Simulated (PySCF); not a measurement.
**C5H5, charge +1, SMILES `c1c2[c+]1CC2`: what the electrons do**

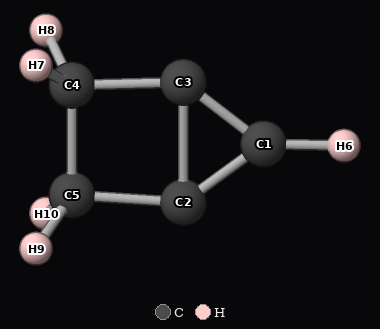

The molecule, with its atoms numbered as below. No frequency check shows the geometry to be a minimum.

Geometry (Å), atoms numbered from 1:

```
C1      -1.5464   -0.0001   -0.0001
C2      -0.4803    0.8253    0.0001
C3      -0.4802   -0.8254   -0.0001
C4       1.0004   -0.7552    0.0001
C5       1.0003    0.7554   -0.0001
H6      -2.6142    0.0002    0.0004
H7       1.4129   -1.2590    0.8781
H8       1.4128   -1.2590   -0.8783
H9       1.4129    1.2589    0.8783
H10      1.4127    1.2592   -0.8781
```

## 1. Bonding charge

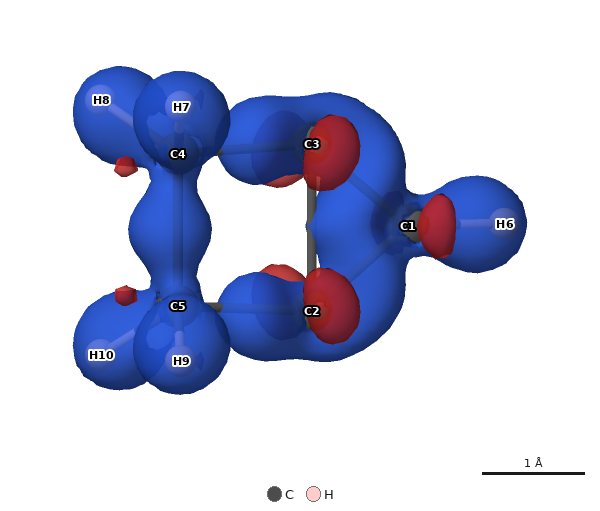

Deformation density (molecule less spherical, spin-averaged free atoms at the same positions), surfaces at ±0.15 e/Å³; blue: gain, red: loss.

PySCF calculation, PBE0/def2-TZVP, gas phase; geometry: GFN2-xTB.

**How much density has each bond gained at its critical point, relative to the free atoms?**

C1–H6: +0.84 e/Å³ at the bond critical point (bond length 1.07 Å, Mayer order 0.9). C4–H7, C5–H10, C5–H9 and C4–H8: +0.73 e/Å³ at the bond critical point (bond length 1.09 Å, Mayer order 0.9). C1–C2 and C1–C3: +0.53 e/Å³ at the bond critical point (bond length 1.35 Å, Mayer order 1.5). C4–C5: +0.52 e/Å³ at the bond critical point (bond length 1.51 Å, Mayer order 1.1). C3–C4 and C2–C5: +0.38 e/Å³ at the bond critical point (bond length 1.48 Å, Mayer order 1.0). In all, 2.1 electrons gather in the regions of gain relative to the promolecule of neutral atoms (the regions of loss give up this much and the cation's charge besides).

**Where do the Hirshfeld charges lie?**

The highest Hirshfeld charge is on H6 (+0.15 e), the lowest on C4 and C5 (−0.01 e).

## 2. Bond critical points

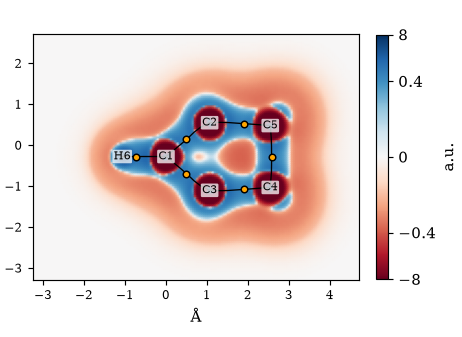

Negative Laplacian of the density (−∇²ρ) in the plane of C1, C2, C3, C4, C5 and H6 (blue positive, red negative, colour scale in a.u., logarithmic beyond ±0.04), with bond paths and bond critical points (dots).

**At which bond critical points in this plane is charge locally concentrated, and at which depleted?**

Concentrated (∇²ρ < 0): C1–C2 and C1–C3 (−0.74 a.u.); C1–H6 (−1.19 a.u.); C4–C5 (−0.68 a.u.); C3–C4 and C2–C5 (−0.65 a.u.). At none is it depleted.

**Where along C1–H6 does the critical point lie?**

0.72 Å from C1 and 0.34 Å from H6.

## 3. Local ionisation energy

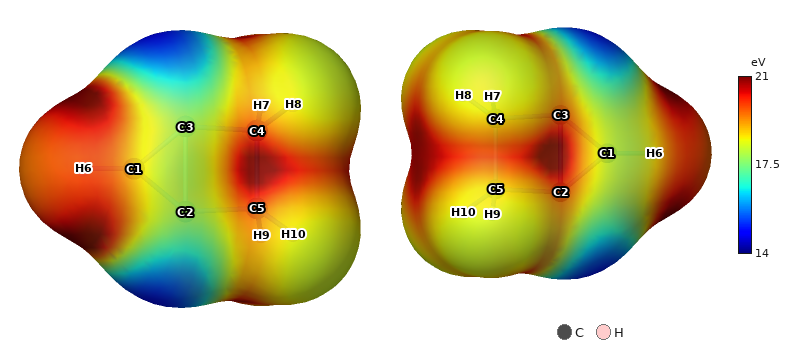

Average local ionisation energy on the surface of electron density 0.001 a.u. (back view left, front view right).

**Locate the minima of the map.**

The lowest value is 15.0 eV, 1.9 Å from C3, and at like points elsewhere. Further minima include 18.2 eV, 1.3 Å from H8, and at like points elsewhere. For comparison, the highest occupied orbital lies at −13.1 eV.

The PySCF run shown took 37 s on 1 thread of Intel(R) Xeon(R) Processor @ 2.70GHz (shared host).
